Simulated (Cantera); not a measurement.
Charge: 1 mol CsCl, 8 mol O₂, a varied amount of N₂, held at 1573.15 K and 16.0 mbar.

Method: chemical equilibrium by Gibbs-energy minimisation in Cantera with the NASA 1993 tables (ideal gas, pure condensed phases). Candidate condensed phases: Cs, CsCl; 18 gas species. Rates play no part.

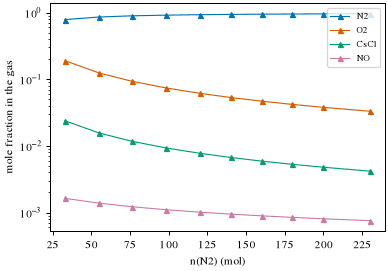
*Equilibrium gas composition (values under 1e-9 drawn at 1e-9)*

Task: Read off the mole fractions at 200 mol N₂.

Result: N₂ about 0.96, O₂ about 0.038, CsCl about 0.0048, NO about 0.00081.
